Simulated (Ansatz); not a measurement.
FH$_{3}$O$_{2}$Si

Input file:

```
crystal:
  periodic: [false, false, false]
  atoms:
    - { symbol: Si, position_ang: [0.0, 0.0, 0.0] }
    - { symbol: H, position_ang: [0.0, 0.0, 1.46] }
    - { symbol: F, position_ang: [1.4994, 0.0, -0.5295] }
    - { symbol: O, position_ang: [-0.7913, 1.3709, -0.5594] }
    - { symbol: H, position_ang: [-1.7491, 1.1401, -0.7818] }
    - { symbol: O, position_ang: [-0.7913, -1.3709, -0.5594] }
    - { symbol: H, position_ang: [-1.2459, -1.8365, 0.2129] }
basis:
  gaussian: { orbitals: def2-SVP }
hamiltonian:
  xc: pbe
  dispersion: d4
relax:
  f_tol: 0.02
  max_steps: 40
output:
  orbitals: {}
```

Launched as:

```sh
ansatz run input.yaml --threads 1 --pin off --max-ram 2048MiB --backend cpu --events-out ev --progress --plain --runs-dir out
```

The fields are those of the run's last geometry, not of the input's.

The calculation used Ansatz 0.2.0, RKS PBE-D4/def2-SVP.

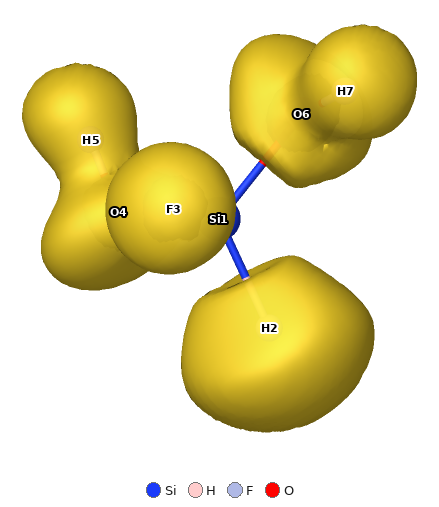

Figure 1. Isosurface of the ELF at 0.75 (yellow), seen at a tilt. Core shells and regions of very low density are left out.

Question: Where are the electrons localised?

Answer: At this value the surface marks out one region around a hydrogen nucleus, one region wrapped around F (its lone pairs, merged into a ring or cap) and two joined regions spread over several atoms (H, O), in which their bonds and any lone pairs are merged. Profiles from the grid: Si–F (1.64 Å): the ELF peaks at about 0.85 in the valence shell of F, 0.6 Å from its nucleus, and is about 0.50 at the midpoint. Si–O (1.65 Å): the ELF peaks at about 0.90 between the atoms: a polar covalent bond.

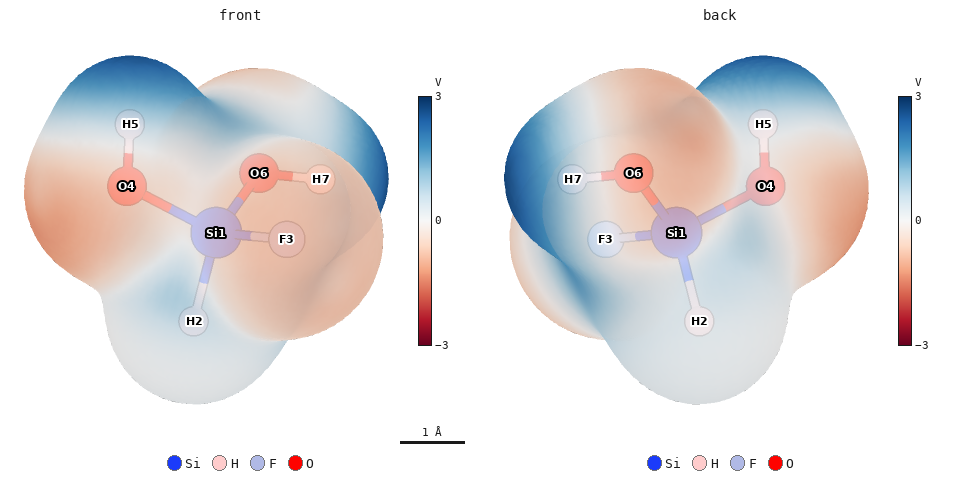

Figure 2. The electrostatic potential painted on the density surface at 0.002 e/bohr³, seen from the front and from behind; red is negative and blue positive.

Question: Describe the electrostatic potential map.

Answer: The most negative region (about −1.3 V) lies over O4, the most positive (about +2.7 V) over H7. O4 is the likeliest acceptor of a hydrogen bond.

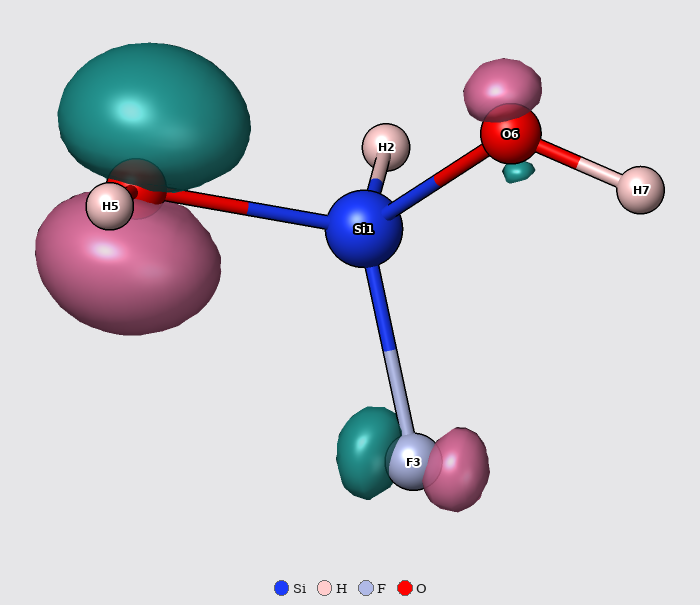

Figure 3. The HOMO−1 at ±0.3 Å⁻³ᐟ² (teal and pink are the two phases), seen from one side.

Question: Describe this orbital and give its energy.

Answer: By Hirshfeld shares it lies mainly on O4 (about 70 %) and F3 (about 10 %); largely a lone pair of O4. Its energy is −7.70 eV.

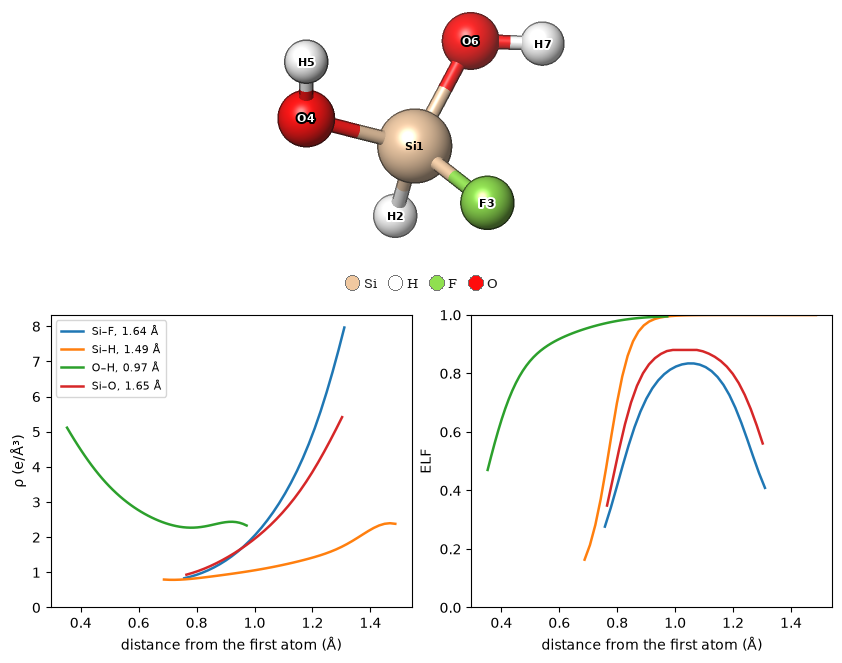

Figure 4. Total electron density and ELF along straight lines between neighbouring atoms. The curves leave out the atomic cores. The structure is drawn too.

Question: Compare the contacts.

Answer: Si–F (1.64 Å): the density is about 0.99 e/Å³ at the midpoint; the ELF peaks at about 0.85 in the valence shell of F, 0.6 Å from its nucleus, and is about 0.50 at the midpoint.
Si–H (1.49 Å): ρ is about 0.79 e/Å³ halfway; the ELF climbs to about 1 towards the hydrogen, as it does in any bond to H.
O–H (0.97 Å): the density is about 3.6 e/Å³ at the midpoint; the ELF climbs to about 1 towards the hydrogen: an ordinary covalent bond to hydrogen.
Si–O (1.65 Å): the density is about 1.1 e/Å³ at the midpoint; the ELF peaks at about 0.90 between the atoms; a shared but strongly polarised pair.
